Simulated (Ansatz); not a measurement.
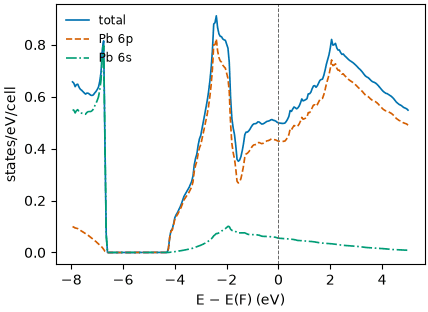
Fig. 1. Total and projected density of states of Pb (fcc (Cu type), space group No. 225), DFT-PBEsol in the program Ansatz with PAW potentials

Question: Which orbitals carry the states next to the Fermi level?

Answer: Within 0.5 eV of the Fermi level: Pb 6p 86 %, Pb 6s 11 %. Projections are on Löwdin-orthogonalised atomic valence shells; empty p or d shells of many metals are not among them.

Question: Where is the tallest occupied peak in this window, and what makes it?

Answer: Near -2.4 eV, about 0.91 states/eV per cell; the largest projected share is Pb 6p.

Space group Fm-3m (fcc (Cu type)). Symmetry was held in the PBEsol relaxation. Scalar-relativistic: spin–orbit coupling is off unless named, which matters more the heavier the elements.

Potentials: the earlier of the program's two PAW sets. The files were generated under PBE; for other functionals the program regenerates the frozen cores, and for LDA and PBEsol the local potential too.
